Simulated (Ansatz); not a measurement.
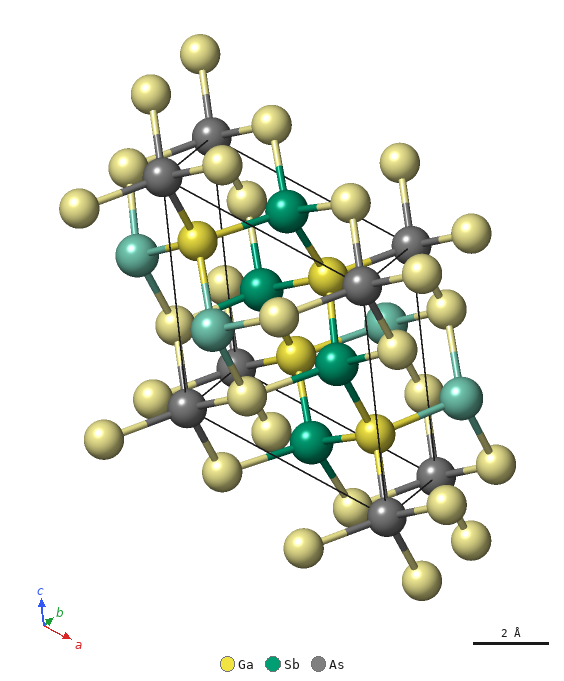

We look at a ball-and-stick model of the crystal slightly off an axis. The lines enclose the cell (the run's own, in a reduced setting); boundary atoms appear with their images. Every bond is drawn to its end, so some atoms lie outside the box, in fainter colours.

```
CELL_PARAMETERS angstrom
6.09951 0.00000 0.00000
0.00000 6.09951 0.00000
-3.04976 -3.04976 6.08936
ATOMIC_POSITIONS crystal
Ga 0.64184 0.64184 0.75864
Ga 0.11680 0.11680 0.75864
Ga 0.35816 0.88319 0.24136
Ga 0.88319 0.35816 0.24136
Sb 0.50000 0.50000 0.00000
Sb 0.25000 0.75000 0.50000
Sb 0.75000 0.25000 0.50000
As 0.00000 0.00000 0.00000
```

Theory: DFT PBE, scalar-relativistic, plane waves, PAW in Ansatz 0.2.0. Numerical settings: an energy cutoff of 420 eV, k-points about 0.15 Å⁻¹ apart, Gaussian smearing of 0.1 eV, no spin polarisation.

List the Bader charges.

Ga +0.41 e; Sb -0.33 e; As -0.64 e.

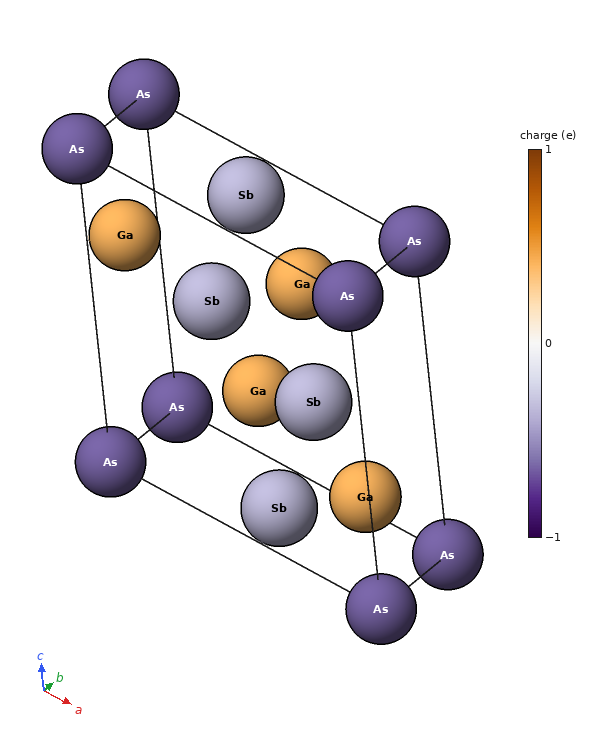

The atoms coloured by those charges.

Starting structure: a structure type filled with these elements by a generator (whether the compound takes this form wasn't checked). Earlier steps of the study, as a rule a relaxation of our own, may have changed the cell and positions, so they can lie some per cent off the listed ones. Ansatz was used for an electronic-structure calculation on it.
